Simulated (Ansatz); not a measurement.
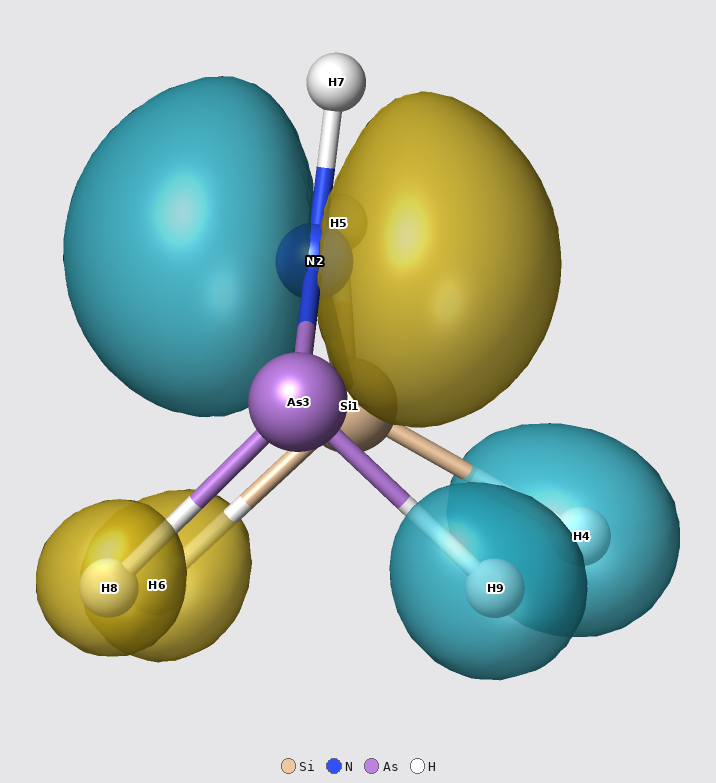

The picture shows: AsH6NSi (SMILES [SiH3]N[AsH2]). One frontier orbital at ±0.15 Å⁻³ᐟ² (yellow and cyan are the two phases), seen at an oblique angle.

Theory: RKS r2SCAN/def2-SVP in Ansatz 0.2.0.

```xyz
9

Si   -0.5492    0.6588   -0.8329
N     0.8736    0.2083    0.0554
As    0.9915   -1.0850    1.3774
H    -1.1011   -0.4568   -1.6691
H    -0.1931    1.8000   -1.7299
H    -1.6326    1.0702    0.1124
H     1.7847    0.5226   -0.2644
H    -0.1975   -0.6056    2.2150
H     0.1121   -2.1587    0.7191
```

> Which orbital is it: HOMO or LUMO?

The HOMO, at −6.16 eV. Its weight (Hirshfeld) is mainly on N2 (about 55 %), As3 (about 10 %) and H4 (about 5 %).
